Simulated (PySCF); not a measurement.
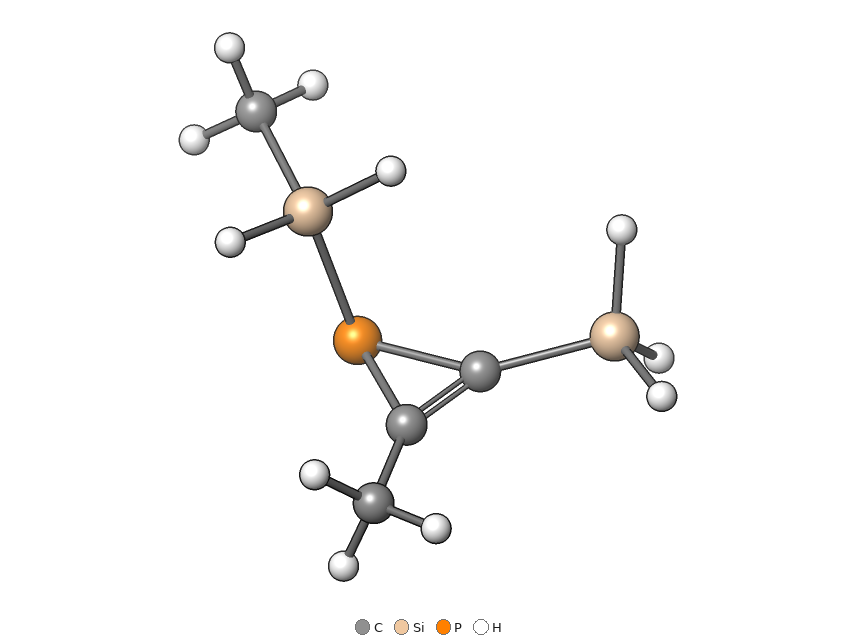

The computed structure is the end point of a GFN2-xTB optimisation. No frequency run is at hand to confirm it as a minimum. Method: ωB97X-D/def2-SVPD, gas phase (PySCF 2.14.0). Excitations: vertical, linear response.

**Estimate the HOMO–LUMO gap.**

8.93 eV.

**What is the lowest vertical singlet excitation?**

4.40 eV.

**What is the HOMO energy (Kohn–Sham orbital)?**

−7.81 eV.

**Give the brightest of the 8 lowest singlets at this level.**

6.26 eV.

The geometry is semi-empirical. Around P, Si such bond lengths and angles can be off by a tenth of an ångström or more and by several degrees, and values that hang on the shape move with them.
